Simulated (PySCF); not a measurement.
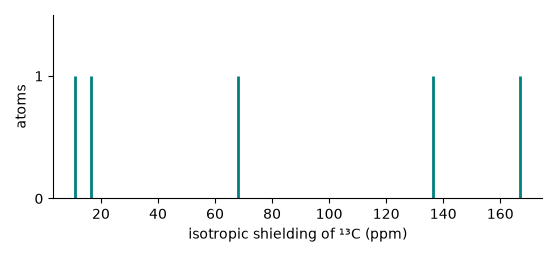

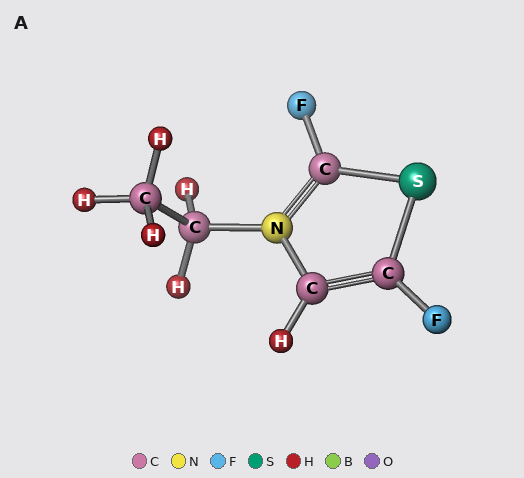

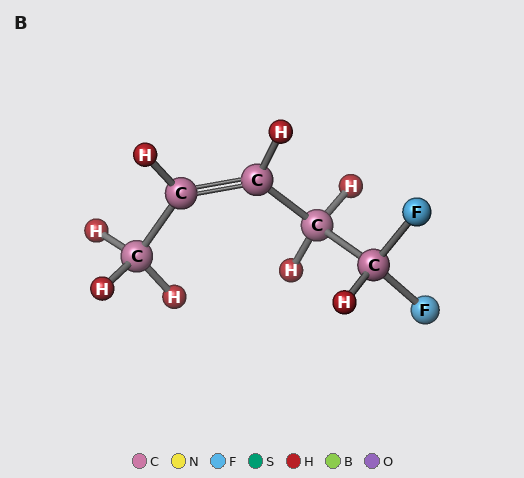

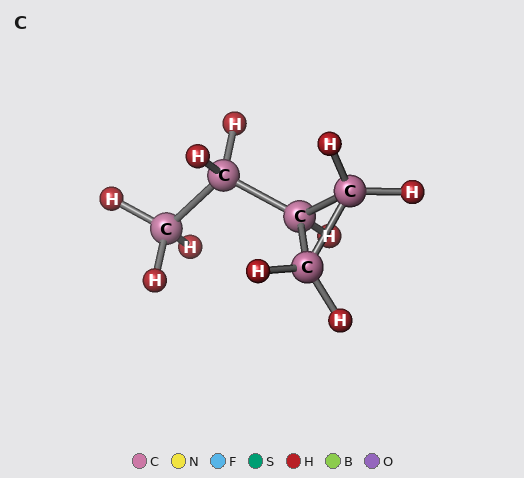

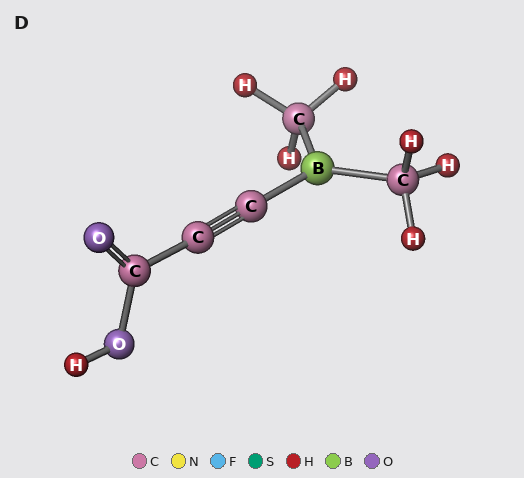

The sticks are computed shieldings of one of the molecules, for one fixed geometry (GFN2-xTB) without averaging over rotations. Low shielding means a high chemical shift. Method: GIAO PBE0/pcSseg-1 NMR shielding, non-relativistic, gas phase (PySCF 2.14.0).

> Which molecule gives this pattern?

A, `CC[n+]1cc(F)sc1F`. Its 5 C atoms give lines at 11.0, 16.4, 68.0, 136.3, 166.9 ppm.

The geometry is semi-empirical. Around B such bond lengths and angles can be off by a tenth of an ångström or more and by several degrees, and values that hang on the shape move with them.
